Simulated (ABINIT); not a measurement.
**How far to go with the plane-wave cutoff: Al (Fm-3m, 1 atom in the cell)**

```
CELL_PARAMETERS angstrom
      0.00000     2.03107     2.03107
      2.03107     0.00000     2.03107
      2.03107     2.03107     0.00000
ATOMIC_POSITIONS crystal
  Al 0.00000 0.00000 0.00000
```

Method of the run: PBEsol, norm-conserving pseudopotentials (PseudoDojo nc-sr-04 PBEsol standard) (plane waves; ABINIT 10.0.3).

Base settings: pseudos = [Al.upf]; ecut = 544 eV; ixc = -116133; occopt = 7; tsmear = 0.1 eV; ngkpt = 12 12 12; nshiftk = 1; shiftk = 0 0 0; potentials = PseudoDojo nc-sr-04 PBEsol standard; nband = 7.

The second cell is the first with its lattice scaled by 0.98.

The mesh stays at the base's, so the ladder's end is converged at best in this setting alone.

Only quantities that move along the ladder and can be compared are tabulated.

The count of work is k-points × plane waves × bands × iterations; it is no time. 

The starting cell has typed, rounded lattice constants, without a prior relaxation at this level. Its lattice was rescaled by up to half a per cent.

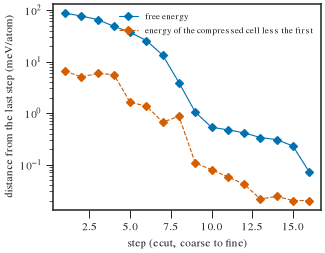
Distance from the last step along the ladder; very small values are drawn at a floor.

| ecut | free energy less the last step's (meV/atom) | energy of the compressed cell less the first (meV/atom) | pressure (GPa) | count of work / last |
|---|---|---|---|---|
| 190 eV | 87.28 | 4.95 | -2.43 | 0.051 |
| 218 eV | 76.51 | 3.42 | -2.29 | 0.061 |
| 245 eV | 65.39 | 4.30 | -2.59 | 0.072 |
| 272 eV | 48.26 | 4.00 | -2.97 | 0.084 |
| 299 eV | 36.89 | 0.03 | -3.12 | 0.096 |
| 327 eV | 25.53 | -0.21 | -3.20 | 0.11 |
| 381 eV | 13.32 | -2.24 | -3.11 | 0.14 |
| 435 eV | 3.88 | -0.71 | -2.83 | 0.17 |
| 490 eV | 1.04 | -1.47 | -2.69 | 0.20 |
| 544 eV | 0.53 | -1.50 | -2.65 | 0.24 |
| 599 eV | 0.47 | -1.52 | -2.64 | 0.27 |
| 653 eV | 0.41 | -1.54 | -2.65 | 0.31 |
| 735 eV | 0.33 | -1.56 | -2.65 | 0.36 |
| 816 eV | 0.30 | -1.56 | -2.65 | 0.50 |
| 952 eV | 0.23 | -1.58 | -2.65 | 0.62 |
| 1088 eV | 0.07 | -1.57 | -2.65 | 0.76 |
| 1306 eV | 0.00 | -1.58 | -2.65 | 1.0 |

Coarsest ecut that holds the energy of the compressed cell less the first within 2 meV/atom of the last step, with all finer ones: 299 eV, at 0.096 of the last step's count of work; the step before is off by 5.6 meV/atom.

Coarsest ecut that holds the free energy within 2 meV/atom of the last step, with all finer ones: 490 eV, at 0.20 of the last step's count of work; the step before is off by 3.9 meV/atom.

Coarsest ecut that holds the pressure within 0.2 GPa of the last step, with all finer ones: 435 eV, at 0.17 of the last step's count of work; the step before is off by 0.46 GPa.

The energy difference between the two cells stays within 1 meV/atom of the last step's from 381 eV on, the total only from 544 eV on: much of the error is common to both cells and cancels.

Two neighbours can agree and both be off: 245 eV and 272 eV differ by 0.31 meV/atom in the energy of the compressed cell less the first, yet lie about 5.6 meV/atom from the last step.
